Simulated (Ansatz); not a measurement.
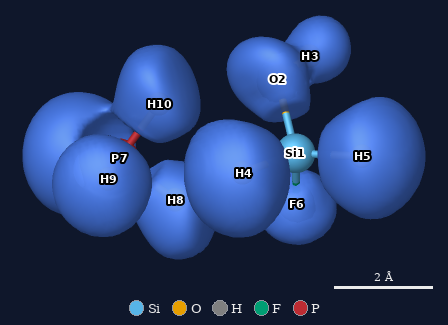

FH₃OSi···PH₃. Isosurface of the ELF at 0.75 (blue), seen at a tilt. Core shells and regions of very low density are left out.

Method: RKS PBE0-D4/def2-SVP (Ansatz).

```xyz
10

Si   -0.2942    0.2749    0.0175
O    -0.1874    0.2785    1.6636
H    -1.0004    0.3550    2.1718
H     1.0913    0.3205   -0.4997
H    -1.1504    1.3868   -0.4784
F    -1.0006   -1.0920   -0.5045
P     1.7907   -3.0366    1.2137
H     0.7005   -2.9455    0.2973
H     2.6578   -2.2619    0.3839
H     1.3529   -1.8972    1.9546
```

> What do the ELF domains correspond to?

The surface consists of two regions around hydrogen nuclei, one region wrapped around F (its lone pairs, merged into a ring or cap), one joined region spread over several atoms (H, O), in which their bonds and any lone pairs are merged and one joined region spread over several atoms (H, P), in which their bonds and any lone pairs are merged. Profiles from the grid: Si1···H10 (3.34 Å): the ELF dips to about 0 between them (a weak contact between the two molecules). Si–F (1.62 Å): the ELF peaks at about 0.85 in the valence shell of F, 0.6 Å from its nucleus, and is about 0.50 at the midpoint.
